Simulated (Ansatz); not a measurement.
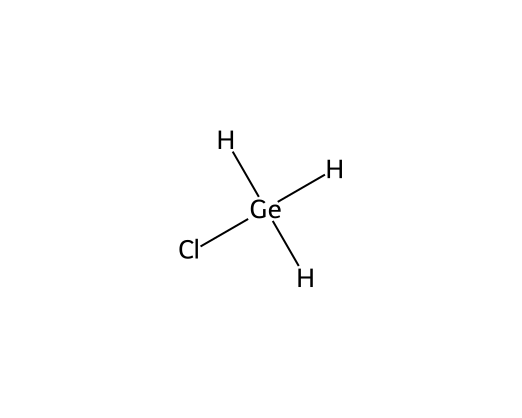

Skeletal drawing of a molecule.

Question: Give its SMILES.

Answer: [Cl][GeH3]

Question: What is the molecular formula?

Answer: ClGeH3.

Question: An optimisation with PBE0-D4/def2-TZVP gave a structure of which point group?

Answer: C3v.

The parts below concern this one geometry. Atoms keep their numbers from picture to picture. The geometry was computed by an optimisation with PBE0-D4/def2-TZVP.

## Shape

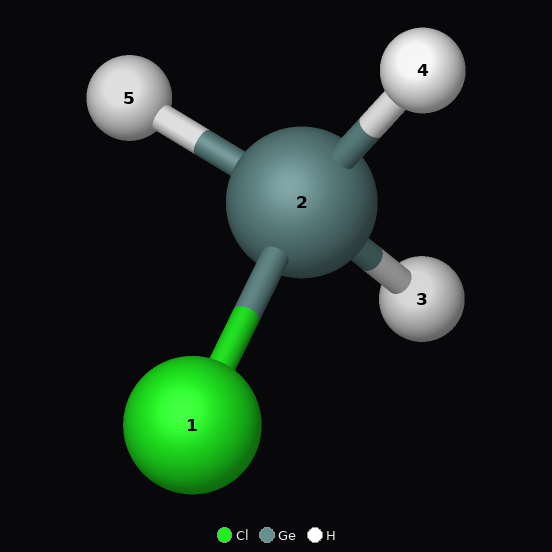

Numbered structure.

Question: Describe the coordination of atom 2.

Answer: Ge2 has 4 neighbours (Cl1 at 2.16, H3 at 1.53, H4 at 1.53, H5 at 1.53 Å); the arrangement is tetrahedral.

## Charges

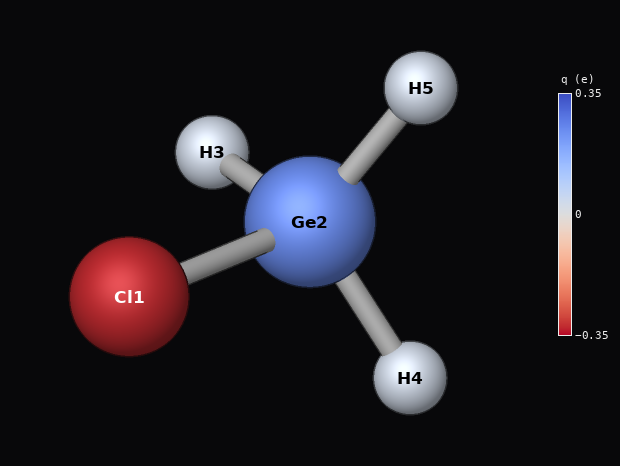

Atoms are coloured by their Mulliken charges. Level of theory: RKS PBE0-D4/def2-TZVP (Ansatz 0.2.0).

Give the Mulliken charges atom by atom.

```tsv
atom	value (e)
Cl1	−0.32
Ge2	0.24
H3	0.03
H4	0.03
H5	0.03
```

## Dipole moment

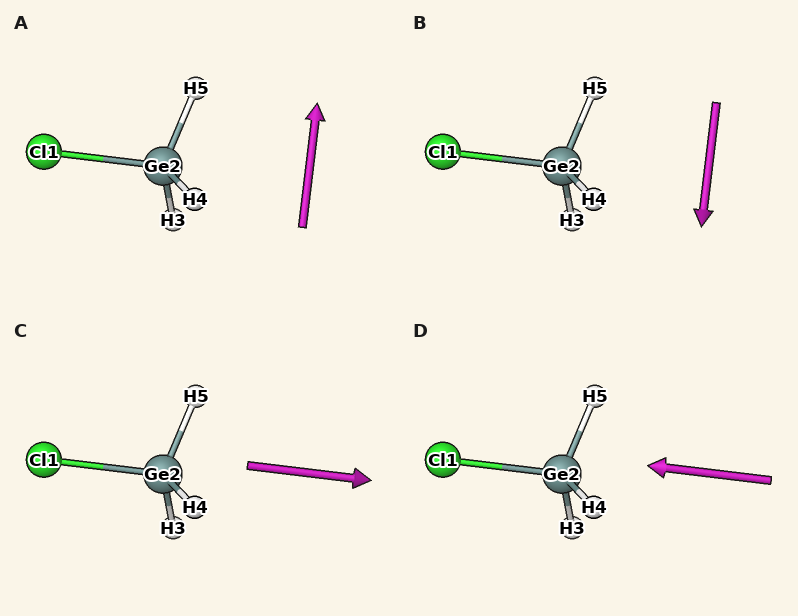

The same molecule four times, each with an arrow. Method: RKS PBE-D4/def2-TZVPP (Ansatz 0.2.0).

Question: Which arrow points along the dipole moment, from the negative to the positive end?

Answer: C. The dipole moment is 1.85 D; it points from the side of Cl1 to the side of H3, H4, H5 (the outermost atoms at the two ends).

## Vibrations

Harmonic vibrations computed with RKS PBE0-D4/def2-TZVP (Ansatz 0.2.0) at a stationary point of the same level.

Question: List the wavenumbers.

Answer: 9 modes: 427, 596, 596, 849, 871, 871, 2179, 2189, 2189 cm⁻¹.

Mulliken values depend strongly on the basis set and can even reverse the polarity of a bond.
